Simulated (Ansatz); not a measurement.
# H3S+ (singlet): B97M-V, PBE0 over a scan of the distance S1–H2, cc-pVDZ, part 2 of 2

Ansatz 0.2.0, Gaussian basis; cc-pVDZ, all electrons in the functionals. The steps go on from the part before.

### 15 PBE0, 1.357 Å

Input file in.yaml:

```yaml
crystal:
  periodic: [false, false, false]
  atoms:
    - {symbol: S, position_ang: [0.000369, 0.000007, -0.062458]}
    - {symbol: H, position_ang: [1.143423, 0.012160, 0.669098]}
    - {symbol: H, position_ang: [-0.588179, 0.987461, 0.658956]}
    - {symbol: H, position_ang: [-0.566998, -0.999827, 0.658874]}
basis:
  gaussian: {orbitals: cc-pVDZ}
total_charge: 1
hamiltonian: {xc: {name: PBE0}}
output: {orbitals: {seedname: orbitals}}
```

Launch:

```console
$ ansatz run in.yaml --threads 1 --pin off --events-out ev --progress --plain --max-ram 2393MiB
```

The program printed, cut to the lines that bear on the results:

```text
Functional definition: PBE0
  name "PBE0"
  cite "Adamo & Barone, J. Chem. Phys. 110, 6158 (1999) doi:10.1063/1.478522"
  cite "Perdew, Burke & Ernzerhof, Phys. Rev. Lett. 77, 3865 (1996) doi:10.1103/PhysRevLett.77.3865"
  parent pbe
[...]
321 factors; integrals over basis functions are off by at most 1.2e-3 eV
[...]
mean field -10871.67200132 eV, -399.5265769646 hartree, gradient 5.1e-5 eV, S^2 0.000000; 0 other end points of the search recorded, 0 dependent functions left out
reference -10871.67201633 eV, -399.5265775162 hartree; 9, 9 occupied and 24, 24 virtual orbitals, 321 factors
Total energy: -10871.67201633 eV, -399.5265775162 hartree
```

Run time: 0.79 s. Hardware: 1 thread of AMD EPYC, shared host.

### 16 PBE0, 1.517 Å

Input file in.yaml:

```yaml
crystal:
  periodic: [false, false, false]
  atoms:
    - {symbol: S, position_ang: [-0.003498, -0.000035, -0.064933]}
    - {symbol: H, position_ang: [1.274177, 0.013550, 0.752779]}
    - {symbol: H, position_ang: [-0.592046, 0.987420, 0.656480]}
    - {symbol: H, position_ang: [-0.570865, -0.999868, 0.656400]}
basis:
  gaussian: {orbitals: cc-pVDZ}
total_charge: 1
hamiltonian: {xc: {name: PBE0}}
output: {forces: true, orbitals: {seedname: orbitals}}
```

Launched as before.

The program printed, cut to the lines that bear on the results:

```text
Functional definition: PBE0
  name "PBE0"
  cite "Adamo & Barone, J. Chem. Phys. 110, 6158 (1999) doi:10.1063/1.478522"
  cite "Perdew, Burke & Ernzerhof, Phys. Rev. Lett. 77, 3865 (1996) doi:10.1103/PhysRevLett.77.3865"
  parent pbe
[...]
322 factors; integrals over basis functions are off by at most 1.2e-3 eV
[...]
Total energy: -10871.45550883 eV, -399.5186210121 hartree
Atom 0 at    -0.003498    -0.000035    -0.064933 Å, force     2.392182     0.025453     1.078154 eV/Å
Atom 1 at     1.274177     0.013550     0.752779 Å, force    -2.175277    -0.023129    -1.378690 eV/Å
Atom 2 at    -0.592046     0.987420     0.656480 Å, force    -0.110691     0.208882     0.150277 eV/Å
Atom 3 at    -0.570865    -0.999868     0.656400 Å, force    -0.106214    -0.211206     0.150260 eV/Å
Dipole moment:     0.037779     0.000386     0.403515 e Å
```

It took 0.98 s on 1 thread of AMD EPYC, shared host.

From 1.357 Å: +0.217 eV.

Orbitals, density, ELF and potential are computed afterwards from the orbital file.

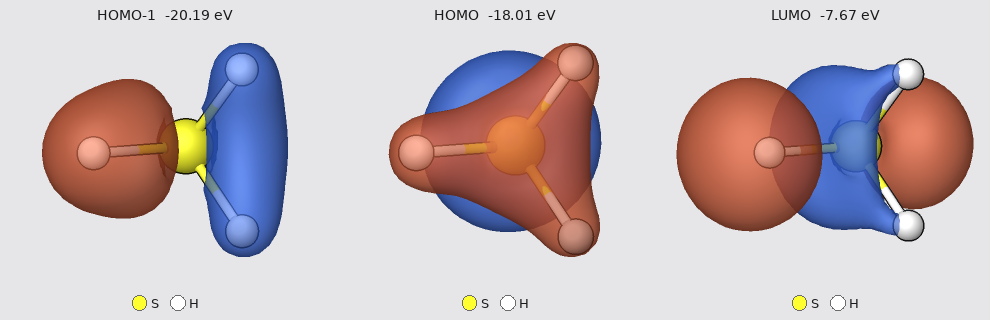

Frontier orbitals at PBE0/cc-pVDZ; each surface holds 70 % of the orbital's density, blue and red mark the sign.

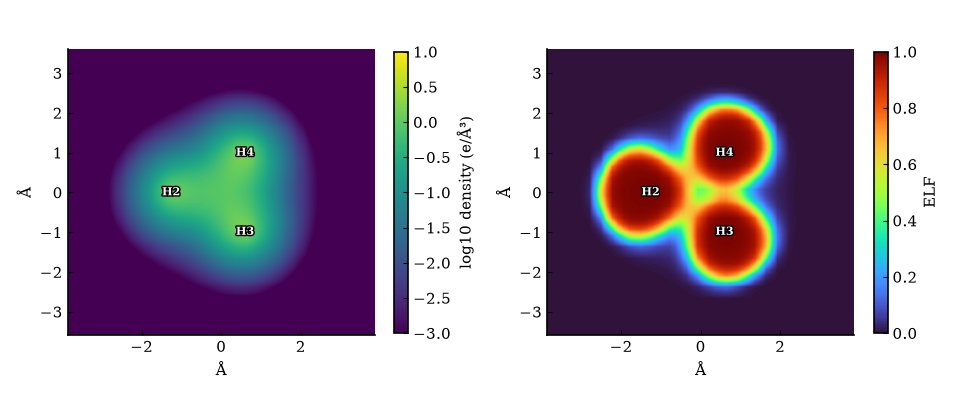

Density (left) and ELF (right) in a plane through or near 3 of the atoms.

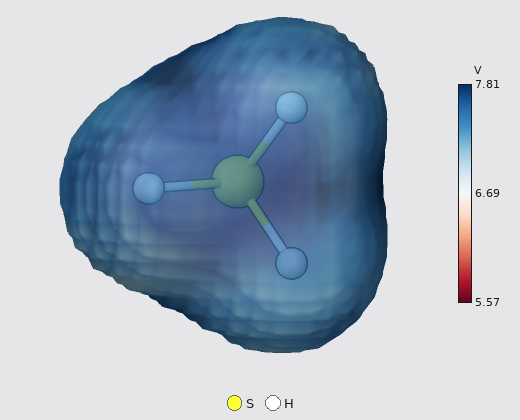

The potential that a unit positive charge feels on the 0.002 e/bohr³ surface, from the 1st to the 99th percentile, from 5.57 V near S1 to 7.81 V near H4.

### 17 PBE0, 1.682 Å

Input file in.yaml:

```yaml
crystal:
  periodic: [false, false, false]
  atoms:
    - {symbol: S, position_ang: [-0.007490, -0.000077, -0.067487]}
    - {symbol: H, position_ang: [1.409154, 0.014985, 0.839165]}
    - {symbol: H, position_ang: [-0.596038, 0.987378, 0.653926]}
    - {symbol: H, position_ang: [-0.574857, -0.999910, 0.653846]}
basis:
  gaussian: {orbitals: cc-pVDZ}
total_charge: 1
hamiltonian: {xc: {name: PBE0}}
output: {orbitals: {seedname: orbitals}}
```

Same command.

The program printed, cut to the lines that bear on the results:

```text
Functional definition: PBE0
  name "PBE0"
  cite "Adamo & Barone, J. Chem. Phys. 110, 6158 (1999) doi:10.1063/1.478522"
  cite "Perdew, Burke & Ernzerhof, Phys. Rev. Lett. 77, 3865 (1996) doi:10.1103/PhysRevLett.77.3865"
  parent pbe
[...]
326 factors; integrals over basis functions are off by at most 8.6e-4 eV
[...]
mean field -10870.92149523 eV, -399.4989963746 hartree, gradient 1.6e-5 eV, S^2 0.000000; 0 other end points of the search recorded, 0 dependent functions left out
reference -10870.92151173 eV, -399.4989969808 hartree; 9, 9 occupied and 24, 24 virtual orbitals, 326 factors
Total energy: -10870.92151173 eV, -399.4989969808 hartree
```

It took 1.1 s on 1 thread of AMD EPYC, shared host.

From 1.357 Å: +0.751 eV.

### 18 PBE0, 1.920 Å

Input file in.yaml:

```yaml
crystal:
  periodic: [false, false, false]
  atoms:
    - {symbol: S, position_ang: [-0.013248, -0.000138, -0.071173]}
    - {symbol: H, position_ang: [1.603848, 0.017055, 0.963769]}
    - {symbol: H, position_ang: [-0.601796, 0.987317, 0.650240]}
    - {symbol: H, position_ang: [-0.580615, -0.999971, 0.650160]}
basis:
  gaussian: {orbitals: cc-pVDZ}
total_charge: 1
magnetization: {spin_polarized: true, initial_magnetization: 0}
hamiltonian: {xc: {name: PBE0}}
output: {forces: true, orbitals: {seedname: orbitals}}
```

The command is unchanged.

The program printed, cut to the lines that bear on the results:

```text
Functional definition: PBE0
  name "PBE0"
  cite "Adamo & Barone, J. Chem. Phys. 110, 6158 (1999) doi:10.1063/1.478522"
  cite "Perdew, Burke & Ernzerhof, Phys. Rev. Lett. 77, 3865 (1996) doi:10.1103/PhysRevLett.77.3865"
  parent pbe
[...]
326 factors; integrals over basis functions are off by at most 8.5e-4 eV
[...]
Total energy: -10869.99991399 eV, -399.4651288884 hartree
Atom 0 at    -0.013248    -0.000138    -0.071173 Å, force     3.470897     0.036927     1.644564 eV/Å
Atom 1 at     1.603848     0.017055     0.963769 Å, force    -3.296376    -0.035050    -2.044564 eV/Å
Atom 2 at    -0.601796     0.987317     0.650240 Å, force    -0.089378     0.197746     0.200008 eV/Å
Atom 3 at    -0.580615    -0.999971     0.650160 Å, force    -0.085143    -0.199622     0.199992 eV/Å
Dipole moment:     0.168756     0.001779     0.484194 e Å
```

It took 2.2 s on 1 thread of AMD EPYC, shared host.

From the report: ⟨S²⟩ of the determinant 0.000 (pure singlet: 0.00).

From 1.357 Å: +1.672 eV.

### 19 PBE0, 2.146 Å

Input file in.yaml:

```yaml
crystal:
  periodic: [false, false, false]
  atoms:
    - {symbol: S, position_ang: [-0.018715, -0.000196, -0.074672]}
    - {symbol: H, position_ang: [1.788726, 0.019021, 1.082091]}
    - {symbol: H, position_ang: [-0.607263, 0.987258, 0.646741]}
    - {symbol: H, position_ang: [-0.586082, -1.000030, 0.646661]}
basis:
  gaussian: {orbitals: cc-pVDZ}
total_charge: 1
magnetization: {spin_polarized: true, initial_magnetization: 0}
hamiltonian: {xc: {name: PBE0}}
output: {forces: true, orbitals: {seedname: orbitals}}
```

Launched as before.

The program printed, cut to the lines that bear on the results:

```text
Functional definition: PBE0
  name "PBE0"
  cite "Adamo & Barone, J. Chem. Phys. 110, 6158 (1999) doi:10.1063/1.478522"
  cite "Perdew, Burke & Ernzerhof, Phys. Rev. Lett. 77, 3865 (1996) doi:10.1103/PhysRevLett.77.3865"
  parent pbe
[...]
328 factors; integrals over basis functions are off by at most 1.4e-3 eV
[...]
Total energy: -10869.16696487 eV, -399.4345185730 hartree
Atom 0 at    -0.018715    -0.000196    -0.074672 Å, force     3.095376     0.032936     1.386573 eV/Å
Atom 1 at     1.788726     0.019021     1.082091 Å, force    -2.925937    -0.031113    -1.806082 eV/Å
Atom 2 at    -0.607263     0.987258     0.646741 Å, force    -0.086704     0.185308     0.209762 eV/Å
Atom 3 at    -0.586082    -1.000030     0.646661 Å, force    -0.082735    -0.187131     0.209747 eV/Å
Dipole moment:     0.258573     0.002734     0.538970 e Å
```

Wall time 2.8 s (1 thread of AMD EPYC, shared host).

From the report: ⟨S²⟩ of the determinant 0.000 (pure singlet: 0.00).

From 1.357 Å: +2.505 eV.

### 20 PBE0, 2.557 Å

Input file in.yaml:

```yaml
crystal:
  periodic: [false, false, false]
  atoms:
    - {symbol: S, position_ang: [-0.028659, -0.000302, -0.081036]}
    - {symbol: H, position_ang: [2.124942, 0.022596, 1.297270]}
    - {symbol: H, position_ang: [-0.617207, 0.987153, 0.640377]}
    - {symbol: H, position_ang: [-0.596026, -1.000135, 0.640297]}
basis:
  gaussian: {orbitals: cc-pVDZ}
total_charge: 1
magnetization: {spin_polarized: true, initial_magnetization: 0}
hamiltonian: {xc: {name: PBE0}}
output: {forces: true, orbitals: {seedname: orbitals}}
```

Same command.

The program printed:

```text
Functional definition: PBE0
  name "PBE0"
  cite "Adamo & Barone, J. Chem. Phys. 110, 6158 (1999) doi:10.1063/1.478522"
  cite "Perdew, Burke & Ernzerhof, Phys. Rev. Lett. 77, 3865 (1996) doi:10.1103/PhysRevLett.77.3865"
  parent pbe
  parameter a = 0.25
  parameter kappa = 0.804
  parameter beta = 0.06672455060314922
  exchange = (1 - a)*pbe_x(kappa = kappa, mu = beta*pi^2/3) + a*exact_x
  correlation = pbe_c(beta = beta)
328 factors; integrals over basis functions are off by at most 4.9e-4 eV
mean field evaluation 1: about -10862.7368 eV, gradient 2.2e1 eV
mean field evaluation 2: about -10848.9669 eV, gradient 3.9e1 eV
mean field evaluation 4: about -10867.5175 eV, gradient 6.3e0 eV
mean field evaluation 8: about -10867.9809 eV, gradient 3.3e-1 eV
mean field evaluation 16: about -10867.9818 eV, gradient 2.9e-5 eV
mean field evaluation 32: about -10867.9330 eV, gradient 6.0e0 eV
mean field evaluation 64: about -10868.1133 eV, gradient 2.0e0 eV
mean field -10868.28287902 eV, -399.4020290174 hartree, gradient 2.2e-5 eV, S^2 0.535723; 3 other end points of the search recorded, 0 dependent functions left out
the calculation of the forces begins
reference -10868.28289713 eV, -399.4020296828 hartree; 9, 9 occupied and 24, 24 virtual orbitals, 328 factors
Total energy: -10868.28289713 eV, -399.4020296828 hartree
Atom 0 at    -0.028659    -0.000302    -0.081036 Å, force     1.335544     0.014225     0.244466 eV/Å
Atom 1 at     2.124942     0.022596     1.297270 Å, force    -1.081529    -0.011500    -0.664532 eV/Å
Atom 2 at    -0.617207     0.987153     0.640377 Å, force    -0.128957     0.181586     0.210040 eV/Å
Atom 3 at    -0.596026    -1.000135     0.640297 Å, force    -0.125058    -0.184310     0.210025 eV/Å
Dipole moment:     0.238418     0.002520     0.527913 e Å
```

Run time: 5 s. Hardware: 1 thread of AMD EPYC, shared host.

From the report: ⟨S²⟩ of the determinant 0.536 (pure singlet: 0.00). The determinant is far from a pure spin state, so its energy mixes those of several spin states (harmless only where they are near-degenerate, as at dissociation).

From 1.357 Å: +3.389 eV.

### 21 PBE0, 2.913 Å

Input file in.yaml:

```yaml
crystal:
  periodic: [false, false, false]
  atoms:
    - {symbol: S, position_ang: [-0.037272, -0.000394, -0.086548]}
    - {symbol: H, position_ang: [2.416166, 0.025692, 1.483653]}
    - {symbol: H, position_ang: [-0.625820, 0.987061, 0.634865]}
    - {symbol: H, position_ang: [-0.604639, -1.000227, 0.634785]}
basis:
  gaussian: {orbitals: cc-pVDZ}
total_charge: 1
magnetization: {spin_polarized: true, initial_magnetization: 0}
hamiltonian: {xc: {name: PBE0}}
output: {forces: true, orbitals: {seedname: orbitals}}
```

Launched as before.

The program printed:

```text
Functional definition: PBE0
  name "PBE0"
  cite "Adamo & Barone, J. Chem. Phys. 110, 6158 (1999) doi:10.1063/1.478522"
  cite "Perdew, Burke & Ernzerhof, Phys. Rev. Lett. 77, 3865 (1996) doi:10.1103/PhysRevLett.77.3865"
  parent pbe
  parameter a = 0.25
  parameter kappa = 0.804
  parameter beta = 0.06672455060314922
  exchange = (1 - a)*pbe_x(kappa = kappa, mu = beta*pi^2/3) + a*exact_x
  correlation = pbe_c(beta = beta)
329 factors; integrals over basis functions are off by at most 4.9e-4 eV
mean field evaluation 1: about -10861.7288 eV, gradient 2.3e1 eV
mean field evaluation 2: about -10845.0989 eV, gradient 4.0e1 eV
mean field evaluation 4: about -10862.8018 eV, gradient 2.0e1 eV
mean field evaluation 8: about -10867.2247 eV, gradient 1.1e0 eV
mean field evaluation 16: about -10867.2980 eV, gradient 1.6e-5 eV
mean field evaluation 32: about -10867.9432 eV, gradient 1.0e0 eV
mean field -10867.95773333 eV, -399.3900801334 hartree, gradient 3.6e-5 eV, S^2 0.697934; 3 other end points of the search recorded, 0 dependent functions left out
the calculation of the forces begins
reference -10867.95775256 eV, -399.3900808403 hartree; 9, 9 occupied and 24, 24 virtual orbitals, 329 factors
Total energy: -10867.95775256 eV, -399.3900808403 hartree
Atom 0 at    -0.037272    -0.000394    -0.086548 Å, force     0.849311     0.009055    -0.060010 eV/Å
Atom 1 at     2.416166     0.025692     1.483653 Å, force    -0.548854    -0.005836    -0.344353 eV/Å
Atom 2 at    -0.625820     0.987061     0.634865 Å, force    -0.152196     0.182953     0.202189 eV/Å
Atom 3 at    -0.604639    -1.000227     0.634785 Å, force    -0.148261    -0.186172     0.202174 eV/Å
Dipole moment:     0.205141     0.002166     0.509472 e Å
```

Run time: 5.5 s. Hardware: 1 thread of AMD EPYC, shared host.

From the report: ⟨S²⟩ of the determinant 0.698 (pure singlet: 0.00). The determinant is far from a pure spin state, so its energy mixes those of several spin states (harmless only where they are near-degenerate, as at dissociation).

From 1.357 Å: +3.714 eV.

### 22 PBE0, 3.735 Å

Input file in.yaml:

```yaml
crystal:
  periodic: [false, false, false]
  atoms:
    - {symbol: S, position_ang: [-0.057159, -0.000605, -0.099276]}
    - {symbol: H, position_ang: [3.088598, 0.032842, 1.914010]}
    - {symbol: H, position_ang: [-0.645707, 0.986850, 0.622137]}
    - {symbol: H, position_ang: [-0.624526, -1.000438, 0.622057]}
basis:
  gaussian: {orbitals: cc-pVDZ}
total_charge: 1
magnetization: {spin_polarized: true, initial_magnetization: 0}
hamiltonian: {xc: {name: PBE0}}
output: {forces: true, orbitals: {seedname: orbitals}}
```

Same command.

The program printed:

```text
Functional definition: PBE0
  name "PBE0"
  cite "Adamo & Barone, J. Chem. Phys. 110, 6158 (1999) doi:10.1063/1.478522"
  cite "Perdew, Burke & Ernzerhof, Phys. Rev. Lett. 77, 3865 (1996) doi:10.1103/PhysRevLett.77.3865"
  parent pbe
  parameter a = 0.25
  parameter kappa = 0.804
  parameter beta = 0.06672455060314922
  exchange = (1 - a)*pbe_x(kappa = kappa, mu = beta*pi^2/3) + a*exact_x
  correlation = pbe_c(beta = beta)
328 factors; integrals over basis functions are off by at most 4.9e-4 eV
mean field evaluation 1: about -10861.0695 eV, gradient 2.3e1 eV
mean field evaluation 2: about -10842.1206 eV, gradient 3.9e1 eV
mean field evaluation 4: about -10848.1309 eV, gradient 2.7e1 eV
mean field evaluation 8: about -10864.0326 eV, gradient 8.1e0 eV
mean field evaluation 16: about -10866.5244 eV, gradient 8.1e-5 eV
mean field evaluation 32: about -10867.5932 eV, gradient 4.7e-1 eV
mean field -10867.67170681 eV, -399.3795688527 hartree, gradient 2.8e-5 eV, S^2 0.806538; 3 other end points of the search recorded, 0 dependent functions left out
the calculation of the forces begins
reference -10867.67172858 eV, -399.3795696527 hartree; 9, 9 occupied and 24, 24 virtual orbitals, 328 factors
Total energy: -10867.67172858 eV, -399.3795696527 hartree
Atom 0 at    -0.057159    -0.000605    -0.099276 Å, force     0.463470     0.004952    -0.292758 eV/Å
Atom 1 at     3.088598     0.032842     1.914010 Å, force    -0.124103    -0.001319    -0.087403 eV/Å
Atom 2 at    -0.645707     0.986850     0.622137 Å, force    -0.171647     0.182403     0.190088 eV/Å
Atom 3 at    -0.624526    -1.000438     0.622057 Å, force    -0.167720    -0.186035     0.190073 eV/Å
Dipole moment:     0.197481     0.002084     0.507477 e Å
```

Run time: 4.6 s. Hardware: 1 thread of AMD EPYC, shared host.

From the report: ⟨S²⟩ of the determinant 0.807 (pure singlet: 0.00). The determinant is far from a pure spin state, so its energy mixes those of several spin states (harmless only where they are near-degenerate, as at dissociation).

From 1.357 Å: +4.000 eV.

### 23 PBE0, 4.667 Å

Input file in.yaml:

```yaml
crystal:
  periodic: [false, false, false]
  atoms:
    - {symbol: S, position_ang: [-0.079707, -0.000845, -0.113707]}
    - {symbol: H, position_ang: [3.851015, 0.040948, 2.401957]}
    - {symbol: H, position_ang: [-0.668255, 0.986610, 0.607706]}
    - {symbol: H, position_ang: [-0.647074, -1.000678, 0.607626]}
basis:
  gaussian: {orbitals: cc-pVDZ}
total_charge: 1
magnetization: {spin_polarized: true, initial_magnetization: 0}
hamiltonian: {xc: {name: PBE0}}
output: {forces: true, orbitals: {seedname: orbitals}}
```

Same command.

The program printed:

```text
Functional definition: PBE0
  name "PBE0"
  cite "Adamo & Barone, J. Chem. Phys. 110, 6158 (1999) doi:10.1063/1.478522"
  cite "Perdew, Burke & Ernzerhof, Phys. Rev. Lett. 77, 3865 (1996) doi:10.1103/PhysRevLett.77.3865"
  parent pbe
  parameter a = 0.25
  parameter kappa = 0.804
  parameter beta = 0.06672455060314922
  exchange = (1 - a)*pbe_x(kappa = kappa, mu = beta*pi^2/3) + a*exact_x
  correlation = pbe_c(beta = beta)
327 factors; integrals over basis functions are off by at most 4.9e-4 eV
mean field evaluation 1: about -10860.9104 eV, gradient 2.3e1 eV
mean field evaluation 2: about -10840.5797 eV, gradient 3.9e1 eV
mean field evaluation 4: about -10846.1595 eV, gradient 2.6e1 eV
mean field evaluation 8: about -10863.8121 eV, gradient 8.1e0 eV
mean field evaluation 16: about -10866.3068 eV, gradient 1.1e-5 eV
mean field evaluation 32: about -10866.9677 eV, gradient 6.8e0 eV
mean field evaluation 64: about -10867.6202 eV, gradient 3.0e-3 eV
mean field -10867.62015559 eV, -399.3776743806 hartree, gradient 1.1e-5 eV, S^2 0.815114; 3 other end points of the search recorded, 0 dependent functions left out
the calculation of the forces begins
reference -10867.62017958 eV, -399.3776752620 hartree; 9, 9 occupied and 24, 24 virtual orbitals, 327 factors
Total energy: -10867.62017958 eV, -399.3776752620 hartree
Atom 0 at    -0.079707    -0.000845    -0.113707 Å, force     0.328868     0.003520    -0.356901 eV/Å
Atom 1 at     3.851015     0.040948     2.401957 Å, force     0.007669     0.000082    -0.003815 eV/Å
Atom 2 at    -0.668255     0.986610     0.607706 Å, force    -0.170109     0.170908     0.180365 eV/Å
Atom 3 at    -0.647074    -1.000678     0.607626 Å, force    -0.166428    -0.174509     0.180351 eV/Å
Dipole moment:     0.315178     0.003336     0.580232 e Å
```

Wall time 9 s (1 thread of AMD EPYC, shared host).

From the report: ⟨S²⟩ of the determinant 0.815 (pure singlet: 0.00). The determinant is far from a pure spin state, so its energy mixes those of several spin states (harmless only where they are near-degenerate, as at dissociation).

From 1.357 Å: +4.052 eV.

### 24 Against the wave-function levels

The yardstick is RCCSDTQ, where the cluster series has nearly closed. It comes from earlier runs at the same points. Energies in eV, counted from 1.357 Å; blanks weren't run or aren't comparable.

```csv
level,1.091 Å,1.231 Å,1.357 Å,1.517 Å,1.682 Å,1.920 Å,2.146 Å,2.557 Å,2.913 Å,3.735 Å,4.667 Å
RCCSDTQ,1.602,0.293,0.000,0.225,0.757,1.642,2.394,,,,
B97M-V,1.570,0.283,0.000,0.231,0.769,1.657,2.434,3.375,3.689,3.903,3.905
PBE0,1.603,0.298,0.000,0.217,0.751,1.672,2.505,3.389,3.714,4.000,4.052
```

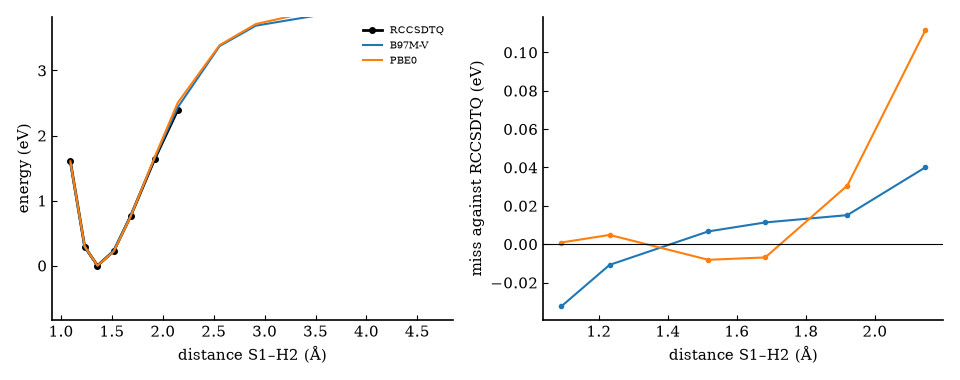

Left: the curves (the axis may cut off levels that run far away). Right: misses against RCCSDTQ, in the same colours.

Largest miss and mean time a point (RCCSDTQ took 89 s a point; shared hosts):

```csv
level,largest miss (eV),where,time a point
B97M-V,+0.040,2.146 Å,6.6 s
PBE0,+0.111,2.146 Å,3.1 s
```

### 25 Summary of results

The summary covers parts 1 to 2.

```
                                            quantity                value
span of the RCCSDTQ curve (points where it is known)             2.394 eV
                                largest miss, B97M-V  +0.040 eV (2.146 Å)
                                  largest miss, PBE0  +0.111 eV (2.146 Å)
```

**Reading.** Misses are known at 6 of 10 points at best, and only functionals with that many are ranked. Of the functionals, B97M-V keep the smallest largest miss at the points compared (at most 0.040 eV) and PBE0 strays most (0.111 eV, at 2.146 Å). B97M-V, PBE0 clearly break the spin symmetry at some points (⟨S²⟩ up to 0.82 above the pure value), so energy there is bought with a mixed spin. Functionals and the yardstick converge differently with the basis, so part of each miss in cc-pVDZ is the basis. The program flags that the yardstick's amplitudes may have other solutions at some points.
